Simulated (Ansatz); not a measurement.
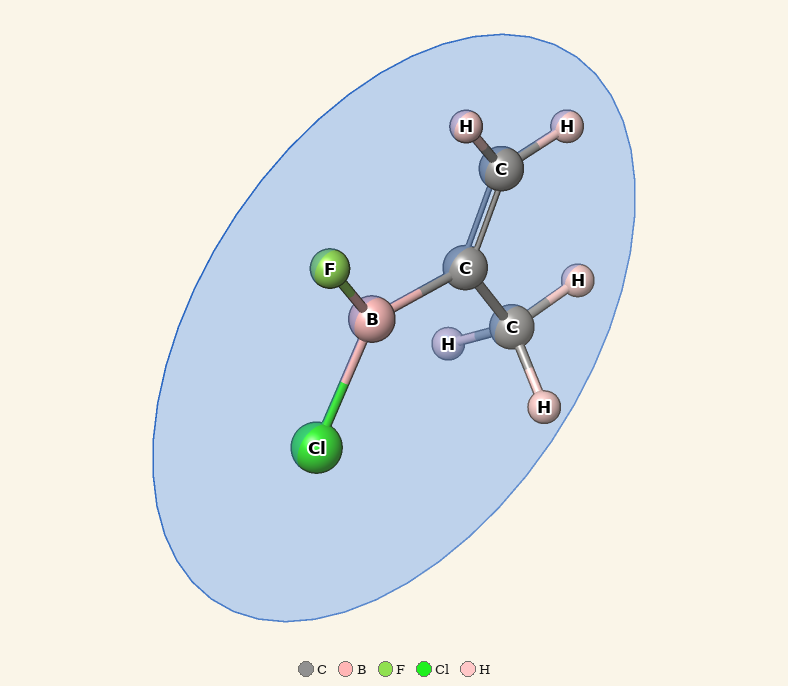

All proper rotation axes (lines) and mirror planes (discs) of the structure are drawn in. Depth is shown by fading: the farther an atom, the more it takes the colour of the background. Computed geometry: PBE-D4/def2-SVP optimisation. No frequency run is at hand to confirm it as a minimum.

> Name the symmetry elements and the point group.

It has 1 mirror plane. Point group Cs. The group has 2 operations. The geometry is achiral, and symmetry allows a dipole moment.
